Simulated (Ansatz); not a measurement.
## Molecular dynamics, with input and output: BNH4 (part 1 of 3)

System: BNH4.
Method: RKS PBE0/6-31G* (Ansatz 0.2.0).

It belongs to a series of runs on one base structure; here: dynamics from the start. Figures and captions count atoms from 1; the log counts them from 0 in places.

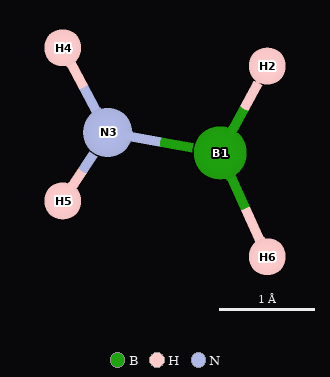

Figure 1. The input geometry (ball-and-stick view, seen at a tilt; atoms are numbered from 1 in the order of the input). Bond lengths as drawn: B–H 1.20 Å, B–N 1.39 Å and H–N 1.01 Å.

### Input
```yaml
crystal:
  periodic: [false, false, false]
  atoms:
    - { symbol: B, position_ang: [0.058429, -0.000545, -0.034165] }
    - { symbol: H, position_ang: [-0.009548, -0.589745, 1.009024] }
    - { symbol: "N", position_ang: [1.261757, 0.000157, -0.728367] }
    - { symbol: H, position_ang: [2.090307, -0.473659, -0.400451] }
    - { symbol: H, position_ang: [1.391971, 0.4737, -1.61003] }
    - { symbol: H, position_ang: [-0.878516, 0.590093, -0.49601] }
basis:
  gaussian: { orbitals: "6-31G*" }
hamiltonian:
  xc: pbe0
md:
  timestep: 0.5
  n_steps: 150
  ensemble: nve
  temperature: 1500.0
  initial_velocities: maxwell_boltzmann
  seed: 764189
```

Run on 1 thread of Arm Neoverse V1, 24 GiB of memory available, shared host.

Launched with:
```bash
ansatz run input.yaml --threads 1 --pin off --max-ram 2048MiB --backend cpu --events-out ev --progress --plain --runs-dir out
```

### Output
```
Engine: ansatz 0.2.0, aarch64-unknown-linux-gnu
Functional definition: PBE0
  parameter a = 0.25
  parameter kappa = 0.804
  parameter beta = 0.06672455060314922
  exchange = (1 - a)*pbe_x(kappa = kappa, mu = beta*pi^2/3) + a*exact_x
  correlation = pbe_c(beta = beta)
459 factors; integrals over basis functions are off by at most 3.4e-4 eV
mean field evaluation 1: about -2225.6193 eV, gradient 4.3e1 eV
mean field evaluation 2: about -2222.4912 eV, gradient 5.6e1 eV
mean field evaluation 4: about -2229.2687 eV, gradient 1.1e0 eV
mean field evaluation 8: about -2229.2699 eV, gradient 5.9e-4 eV
mean field -2229.26991538 eV, -81.9241583369 hartree, gradient 4.5e-6 eV, S^2 0.000000; 0 other end points of the search recorded, 0 dependent functions left out
the calculation of the forces begins
reference -2229.26993160 eV, -81.9241589329 hartree; 8, 8 occupied and 30, 30 virtual orbitals, 459 factors
md step     0: t =     0.00 fs  T =  1500.0 K  F+E_penalty+E_count = -2229.26991538 eV  E_kin = 0.775560 eV  conserved = -2228.49435539 eV  (19 SCF iters)
these checks for a lower state are left out or cut short: starts, cluster_reference, orbital_swaps, neighbouring_geometries, increment
459 factors; integrals over basis functions are off by at most 3.4e-4 eV
mean field evaluation 16: about -2229.2540 eV, gradient 8.8e-6 eV
mean field -2229.25403153 eV, -81.9235746161 hartree, gradient 1.6e-5 eV, S^2 0.000000; 0 other end points of the search recorded, 0 dependent functions left out
the calculation of the forces begins
reference -2229.25404773 eV, -81.9235752116 hartree; 8, 8 occupied and 30, 30 virtual orbitals, 459 factors
md step     1: t =     0.50 fs  T =  1469.6 K  F+E_penalty+E_count = -2229.25403153 eV  E_kin = 0.759830 eV  conserved = -2228.49420139 eV  (22 SCF iters)
[... from here on the SCF iterations and repeated set-up lines of each step are left out, up to the last step ...]
md step     2: t =     1.00 fs  T =  1384.7 K  F+E_penalty+E_count = -2229.20955250 eV  E_kin = 0.715938 eV  conserved = -2228.49361411 eV  (22 SCF iters)
md step     3: t =     1.50 fs  T =  1262.9 K  F+E_penalty+E_count = -2229.14578204 eV  E_kin = 0.652986 eV  conserved = -2228.49279574 eV  (22 SCF iters)
md step     4: t =     2.00 fs  T =  1128.5 K  F+E_penalty+E_count = -2229.07550600 eV  E_kin = 0.583478 eV  conserved = -2228.49202753 eV  (22 SCF iters)
md step     5: t =     2.50 fs  T =  1004.0 K  F+E_penalty+E_count = -2229.01068982 eV  E_kin = 0.519124 eV  conserved = -2228.49156533 eV  (22 SCF iters)
md step     6: t =     3.00 fs  T =   903.3 K  F+E_penalty+E_count = -2228.95859031 eV  E_kin = 0.467059 eV  conserved = -2228.49153160 eV  (22 SCF iters)
md step     7: t =     3.50 fs  T =   827.8 K  F+E_penalty+E_count = -2228.91987019 eV  E_kin = 0.428002 eV  conserved = -2228.49186814 eV  (22 SCF iters)
md step     8: t =     4.00 fs  T =   767.9 K  F+E_penalty+E_count = -2228.88941302 eV  E_kin = 0.397029 eV  conserved = -2228.49238396 eV  (22 SCF iters)
md step     9: t =     4.50 fs  T =   708.5 K  F+E_penalty+E_count = -2228.85918638 eV  E_kin = 0.366334 eV  conserved = -2228.49285277 eV  (22 SCF iters)
md step    10: t =     5.00 fs  T =   635.7 K  F+E_penalty+E_count = -2228.82175197 eV  E_kin = 0.328663 eV  conserved = -2228.49308853 eV  (22 SCF iters)
md step    11: t =     5.50 fs  T =   542.1 K  F+E_penalty+E_count = -2228.77324778 eV  E_kin = 0.280267 eV  conserved = -2228.49298085 eV  (22 SCF iters)
md step    12: t =     6.00 fs  T =   430.6 K  F+E_penalty+E_count = -2228.71518361 eV  E_kin = 0.222660 eV  conserved = -2228.49252385 eV  (22 SCF iters)
md step    13: t =     6.50 fs  T =   314.6 K  F+E_penalty+E_count = -2228.65451958 eV  E_kin = 0.162667 eV  conserved = -2228.49185225 eV  (22 SCF iters)
md step    14: t =     7.00 fs  T =   213.3 K  F+E_penalty+E_count = -2228.60152586 eV  E_kin = 0.110298 eV  conserved = -2228.49122747 eV  (22 SCF iters)
md step    15: t =     7.50 fs  T =   144.8 K  F+E_penalty+E_count = -2228.56576554 eV  E_kin = 0.074856 eV  conserved = -2228.49090996 eV  (22 SCF iters)
md step    16: t =     8.00 fs  T =   118.3 K  F+E_penalty+E_count = -2228.55216028 eV  E_kin = 0.061176 eV  conserved = -2228.49098382 eV  (23 SCF iters)
md step    17: t =     8.50 fs  T =   132.2 K  F+E_penalty+E_count = -2228.55968274 eV  E_kin = 0.068375 eV  conserved = -2228.49130766 eV  (21 SCF iters)
md step    18: t =     9.00 fs  T =   177.4 K  F+E_penalty+E_count = -2228.58338064 eV  E_kin = 0.091729 eV  conserved = -2228.49165153 eV  (23 SCF iters)
md step    19: t =     9.50 fs  T =   243.6 K  F+E_penalty+E_count = -2228.61779674 eV  E_kin = 0.125925 eV  conserved = -2228.49187133 eV  (22 SCF iters)
md step    20: t =    10.00 fs  T =   323.5 K  F+E_penalty+E_count = -2228.65923590 eV  E_kin = 0.167270 eV  conserved = -2228.49196559 eV  (22 SCF iters)
md step    21: t =    10.50 fs  T =   413.7 K  F+E_penalty+E_count = -2228.70593966 eV  E_kin = 0.213924 eV  conserved = -2228.49201596 eV  (22 SCF iters)
md step    22: t =    11.00 fs  T =   512.2 K  F+E_penalty+E_count = -2228.75694424 eV  E_kin = 0.264841 eV  conserved = -2228.49210361 eV  (22 SCF iters)
md step    23: t =    11.50 fs  T =   616.2 K  F+E_penalty+E_count = -2228.81084873 eV  E_kin = 0.318585 eV  conserved = -2228.49226380 eV  (22 SCF iters)
md step    24: t =    12.00 fs  T =   720.9 K  F+E_penalty+E_count = -2228.86522437 eV  E_kin = 0.372742 eV  conserved = -2228.49248192 eV  (22 SCF iters)
md step    25: t =    12.50 fs  T =   820.2 K  F+E_penalty+E_count = -2228.91677683 eV  E_kin = 0.424067 eV  conserved = -2228.49270984 eV  (22 SCF iters)
md step    26: t =    13.00 fs  T =   907.4 K  F+E_penalty+E_count = -2228.96203539 eV  E_kin = 0.469148 eV  conserved = -2228.49288767 eV  (22 SCF iters)
md step    27: t =    13.50 fs  T =   977.3 K  F+E_penalty+E_count = -2228.99824370 eV  E_kin = 0.505279 eV  conserved = -2228.49296480 eV  (22 SCF iters)
md step    28: t =    14.00 fs  T =  1027.4 K  F+E_penalty+E_count = -2229.02413498 eV  E_kin = 0.531219 eV  conserved = -2228.49291620 eV  (22 SCF iters)
md step    29: t =    14.50 fs  T =  1059.1 K  F+E_penalty+E_count = -2229.04034263 eV  E_kin = 0.547593 eV  conserved = -2228.49274997 eV  (22 SCF iters)
md step    30: t =    15.00 fs  T =  1076.9 K  F+E_penalty+E_count = -2229.04931405 eV  E_kin = 0.556805 eV  conserved = -2228.49250889 eV  (22 SCF iters)
md step    31: t =    15.50 fs  T =  1087.7 K  F+E_penalty+E_count = -2229.05466165 eV  E_kin = 0.562385 eV  conserved = -2228.49227618 eV  (21 SCF iters)
md step    32: t =    16.00 fs  T =  1097.9 K  F+E_penalty+E_count = -2229.05985313 eV  E_kin = 0.567680 eV  conserved = -2228.49217360 eV  (22 SCF iters)
md step    33: t =    16.50 fs  T =  1110.2 K  F+E_penalty+E_count = -2229.06633854 eV  E_kin = 0.574030 eV  conserved = -2228.49230869 eV  (22 SCF iters)
md step    34: t =    17.00 fs  T =  1120.4 K  F+E_penalty+E_count = -2229.07197262 eV  E_kin = 0.579300 eV  conserved = -2228.49267284 eV  (22 SCF iters)
md step    35: t =    17.50 fs  T =  1118.1 K  F+E_penalty+E_count = -2229.07120773 eV  E_kin = 0.578112 eV  conserved = -2228.49309591 eV  (22 SCF iters)
md step    36: t =    18.00 fs  T =  1091.4 K  F+E_penalty+E_count = -2229.05765195 eV  E_kin = 0.564309 eV  conserved = -2228.49334255 eV  (21 SCF iters)
md step    37: t =    18.50 fs  T =  1033.4 K  F+E_penalty+E_count = -2229.02758826 eV  E_kin = 0.534318 eV  conserved = -2228.49327038 eV  (21 SCF iters)
md step    38: t =    19.00 fs  T =   946.3 K  F+E_penalty+E_count = -2228.98216376 eV  E_kin = 0.489262 eV  conserved = -2228.49290197 eV  (21 SCF iters)
md step    39: t =    19.50 fs  T =   840.9 K  F+E_penalty+E_count = -2228.92713929 eV  E_kin = 0.434764 eV  conserved = -2228.49237485 eV  (22 SCF iters)
md step    40: t =    20.00 fs  T =   733.0 K  F+E_penalty+E_count = -2228.87084266 eV  E_kin = 0.378994 eV  conserved = -2228.49184905 eV  (22 SCF iters)
md step    41: t =    20.50 fs  T =   638.7 K  F+E_penalty+E_count = -2228.82167571 eV  E_kin = 0.330230 eV  conserved = -2228.49144592 eV  (22 SCF iters)
md step    42: t =    21.00 fs  T =   570.4 K  F+E_penalty+E_count = -2228.78614508 eV  E_kin = 0.294912 eV  conserved = -2228.49123287 eV  (22 SCF iters)
md step    43: t =    21.50 fs  T =   534.7 K  F+E_penalty+E_count = -2228.76771960 eV  E_kin = 0.276487 eV  conserved = -2228.49123270 eV  (22 SCF iters)
md step    44: t =    22.00 fs  T =   531.9 K  F+E_penalty+E_count = -2228.76642555 eV  E_kin = 0.274992 eV  conserved = -2228.49143341 eV  (22 SCF iters)
md step    45: t =    22.50 fs  T =   555.6 K  F+E_penalty+E_count = -2228.77905180 eV  E_kin = 0.287265 eV  conserved = -2228.49178722 eV  (22 SCF iters)
md step    46: t =    23.00 fs  T =   595.2 K  F+E_penalty+E_count = -2228.79996614 eV  E_kin = 0.307762 eV  conserved = -2228.49220463 eV  (21 SCF iters)
md step    47: t =    23.50 fs  T =   638.3 K  F+E_penalty+E_count = -2228.82259073 eV  E_kin = 0.330029 eV  conserved = -2228.49256158 eV  (22 SCF iters)
md step    48: t =    24.00 fs  T =   674.3 K  F+E_penalty+E_count = -2228.84136797 eV  E_kin = 0.348629 eV  conserved = -2228.49273940 eV  (22 SCF iters)
md step    49: t =    24.50 fs  T =   698.0 K  F+E_penalty+E_count = -2228.85356450 eV  E_kin = 0.360870 eV  conserved = -2228.49269490 eV  (22 SCF iters)
md step    50: t =    25.00 fs  T =   710.5 K  F+E_penalty+E_count = -2228.85987366 eV  E_kin = 0.367365 eV  conserved = -2228.49250819 eV  (22 SCF iters)
md step    51: t =    25.50 fs  T =   717.2 K  F+E_penalty+E_count = -2228.86317563 eV  E_kin = 0.370839 eV  conserved = -2228.49233615 eV  (21 SCF iters)
md step    52: t =    26.00 fs  T =   723.2 K  F+E_penalty+E_count = -2228.86620196 eV  E_kin = 0.373922 eV  conserved = -2228.49227972 eV  (22 SCF iters)
md step    53: t =    26.50 fs  T =   730.5 K  F+E_penalty+E_count = -2228.87000749 eV  E_kin = 0.377704 eV  conserved = -2228.49230338 eV  (22 SCF iters)
md step    54: t =    27.00 fs  T =   739.0 K  F+E_penalty+E_count = -2228.87438632 eV  E_kin = 0.382078 eV  conserved = -2228.49230864 eV  (22 SCF iters)
md step    55: t =    27.50 fs  T =   748.4 K  F+E_penalty+E_count = -2228.87923638 eV  E_kin = 0.386970 eV  conserved = -2228.49226685 eV  (22 SCF iters)
md step    56: t =    28.00 fs  T =   759.7 K  F+E_penalty+E_count = -2228.88502524 eV  E_kin = 0.392779 eV  conserved = -2228.49224583 eV  (22 SCF iters)
md step    57: t =    28.50 fs  T =   772.9 K  F+E_penalty+E_count = -2228.89191602 eV  E_kin = 0.399597 eV  conserved = -2228.49231872 eV  (21 SCF iters)
md step    58: t =    29.00 fs  T =   785.8 K  F+E_penalty+E_count = -2228.89875669 eV  E_kin = 0.406276 eV  conserved = -2228.49248097 eV  (22 SCF iters)
md step    59: t =    29.50 fs  T =   793.8 K  F+E_penalty+E_count = -2228.90310962 eV  E_kin = 0.410452 eV  conserved = -2228.49265787 eV  (22 SCF iters)
md step    60: t =    30.00 fs  T =   792.0 K  F+E_penalty+E_count = -2228.90228303 eV  E_kin = 0.409513 eV  conserved = -2228.49277031 eV  (22 SCF iters)
md step    61: t =    30.50 fs  T =   776.9 K  F+E_penalty+E_count = -2228.89447291 eV  E_kin = 0.401687 eV  conserved = -2228.49278614 eV  (21 SCF iters)
md step    62: t =    31.00 fs  T =   747.6 K  F+E_penalty+E_count = -2228.87927589 eV  E_kin = 0.386554 eV  conserved = -2228.49272204 eV  (22 SCF iters)
md step    63: t =    31.50 fs  T =   705.8 K  F+E_penalty+E_count = -2228.85751204 eV  E_kin = 0.364901 eV  conserved = -2228.49261062 eV  (22 SCF iters)
md step    64: t =    32.00 fs  T =   654.4 K  F+E_penalty+E_count = -2228.83080902 eV  E_kin = 0.338344 eV  conserved = -2228.49246507 eV  (22 SCF iters)
md step    65: t =    32.50 fs  T =   598.0 K  F+E_penalty+E_count = -2228.80144780 eV  E_kin = 0.309181 eV  conserved = -2228.49226718 eV  (22 SCF iters)
md step    66: t =    33.00 fs  T =   542.8 K  F+E_penalty+E_count = -2228.77262162 eV  E_kin = 0.280629 eV  conserved = -2228.49199212 eV  (22 SCF iters)
md step    67: t =    33.50 fs  T =   497.2 K  F+E_penalty+E_count = -2228.74872950 eV  E_kin = 0.257071 eV  conserved = -2228.49165899 eV  (22 SCF iters)
md step    68: t =    34.00 fs  T =   471.2 K  F+E_penalty+E_count = -2228.73497375 eV  E_kin = 0.243608 eV  conserved = -2228.49136608 eV  (22 SCF iters)
md step    69: t =    34.50 fs  T =   473.0 K  F+E_penalty+E_count = -2228.73581239 eV  E_kin = 0.244557 eV  conserved = -2228.49125556 eV  (22 SCF iters)
md step    70: t =    35.00 fs  T =   505.6 K  F+E_penalty+E_count = -2228.75284245 eV  E_kin = 0.261431 eV  conserved = -2228.49141117 eV  (21 SCF iters)
md step    71: t =    35.50 fs  T =   564.4 K  F+E_penalty+E_count = -2228.78360032 eV  E_kin = 0.291819 eV  conserved = -2228.49178161 eV  (22 SCF iters)
md step    72: t =    36.00 fs  T =   638.5 K  F+E_penalty+E_count = -2228.82235271 eV  E_kin = 0.330136 eV  conserved = -2228.49221633 eV  (22 SCF iters)
md step    73: t =    36.50 fs  T =   715.2 K  F+E_penalty+E_count = -2228.86236077 eV  E_kin = 0.369786 eV  conserved = -2228.49257513 eV  (22 SCF iters)
md step    74: t =    37.00 fs  T =   783.8 K  F+E_penalty+E_count = -2228.89805035 eV  E_kin = 0.405255 eV  conserved = -2228.49279571 eV  (22 SCF iters)
md step    75: t =    37.50 fs  T =   837.8 K  F+E_penalty+E_count = -2228.92606871 eV  E_kin = 0.433195 eV  conserved = -2228.49287412 eV  (22 SCF iters)
md step    76: t =    38.00 fs  T =   875.4 K  F+E_penalty+E_count = -2228.94542670 eV  E_kin = 0.452611 eV  conserved = -2228.49281586 eV  (22 SCF iters)
md step    77: t =    38.50 fs  T =   898.9 K  F+E_penalty+E_count = -2228.95739029 eV  E_kin = 0.464766 eV  conserved = -2228.49262468 eV  (20 SCF iters)
md step    78: t =    39.00 fs  T =   914.8 K  F+E_penalty+E_count = -2228.96529900 eV  E_kin = 0.472963 eV  conserved = -2228.49233574 eV  (22 SCF iters)
md step    79: t =    39.50 fs  T =   931.9 K  F+E_penalty+E_count = -2228.97388773 eV  E_kin = 0.481842 eV  conserved = -2228.49204588 eV  (22 SCF iters)
md step    80: t =    40.00 fs  T =   959.0 K  F+E_penalty+E_count = -2228.98773173 eV  E_kin = 0.495837 eV  conserved = -2228.49189470 eV  (22 SCF iters)
md step    81: t =    40.50 fs  T =  1000.2 K  F+E_penalty+E_count = -2229.00913206 eV  E_kin = 0.517140 eV  conserved = -2228.49199222 eV  (22 SCF iters)
md step    82: t =    41.00 fs  T =  1052.5 K  F+E_penalty+E_count = -2229.03650300 eV  E_kin = 0.544163 eV  conserved = -2228.49233973 eV  (21 SCF iters)
md step    83: t =    41.50 fs  T =  1105.5 K  F+E_penalty+E_count = -2229.06439561 eV  E_kin = 0.571588 eV  conserved = -2228.49280734 eV  (22 SCF iters)
md step    84: t =    42.00 fs  T =  1145.5 K  F+E_penalty+E_count = -2229.08546083 eV  E_kin = 0.592265 eV  conserved = -2228.49319535 eV  (22 SCF iters)
md step    85: t =    42.50 fs  T =  1160.6 K  F+E_penalty+E_count = -2229.09344248 eV  E_kin = 0.600097 eV  conserved = -2228.49334542 eV  (22 SCF iters)
md step    86: t =    43.00 fs  T =  1145.6 K  F+E_penalty+E_count = -2229.08556270 eV  E_kin = 0.592330 eV  conserved = -2228.49323287 eV  (22 SCF iters)
md step    87: t =    43.50 fs  T =  1102.4 K  F+E_penalty+E_count = -2229.06295556 eV  E_kin = 0.569983 eV  conserved = -2228.49297255 eV  (22 SCF iters)
md step    88: t =    44.00 fs  T =  1037.4 K  F+E_penalty+E_count = -2229.02907459 eV  E_kin = 0.536353 eV  conserved = -2228.49272185 eV  (21 SCF iters)
md step    89: t =    44.50 fs  T =   957.2 K  F+E_penalty+E_count = -2228.98746566 eV  E_kin = 0.494910 eV  conserved = -2228.49255606 eV  (22 SCF iters)
md step    90: t =    45.00 fs  T =   866.9 K  F+E_penalty+E_count = -2228.94066846 eV  E_kin = 0.448235 eV  conserved = -2228.49243326 eV  (22 SCF iters)
```
